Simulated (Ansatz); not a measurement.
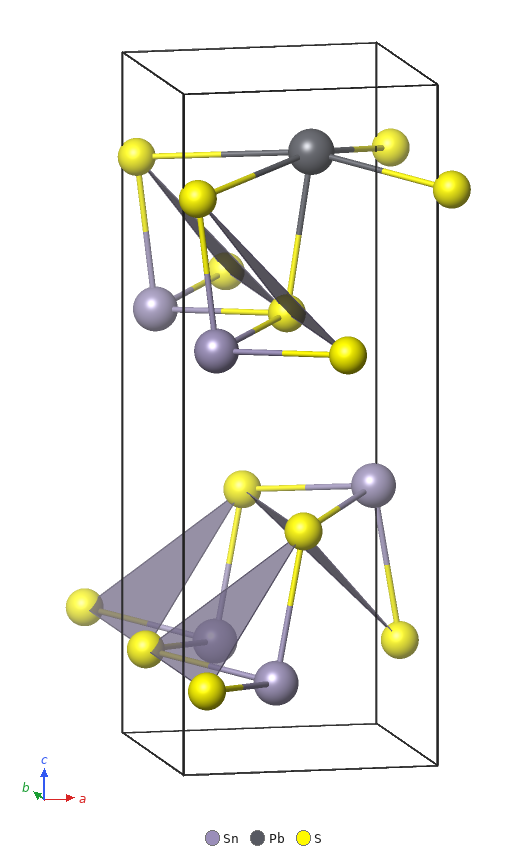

The figure gives a polyhedral picture of the atoms, viewed slightly off an axis. The edges of the conventional unit cell are marked. A few atoms beyond the faces are included.

Sn$_{3}$PbS$_{4}$, space group Pm (No. 6), a = 4.407 Å, b = 4.075 Å, c = 11.621 Å, α = 90.00°, β = 90.55°, γ = 90.00°. The cell started as a structure type filled with these elements by a generator (whether the compound takes this form wasn't checked). Earlier steps of the study, as a rule a relaxation of our own, may have changed the cell and positions, so they can lie some per cent off the listed ones. Ansatz was used for an electronic-structure calculation on it.

This one geometry was computed with Ansatz (DFT, plane waves, PAW) at three levels of theory: PBE, PBE with spin-orbit coupling and r2SCAN.

How does the band gap change with the level of theory?

Answer. PBE with spin-orbit coupling: a gap of 0.73 eV, indirect; PBE: a gap of 0.88 eV, indirect; r2SCAN: a gap of 1.09 eV, indirect.

Collect the results in a table.

Answer.
| level | cutoff (eV) | k-mesh of the run's cell | gap (eV) | pressure (GPa) |
| --- | --- | --- | --- | --- |
| PBE | 420 | 6×8×4 | 0.88 | 0.0 |
| PBE with spin-orbit coupling | 420 | 6×8×4 | 0.73 | -0.1 |
| r2SCAN | 500 | 6×8×4 | 1.09 | -1.2 |

Gaps are taken on the k-mesh or band path of each run.
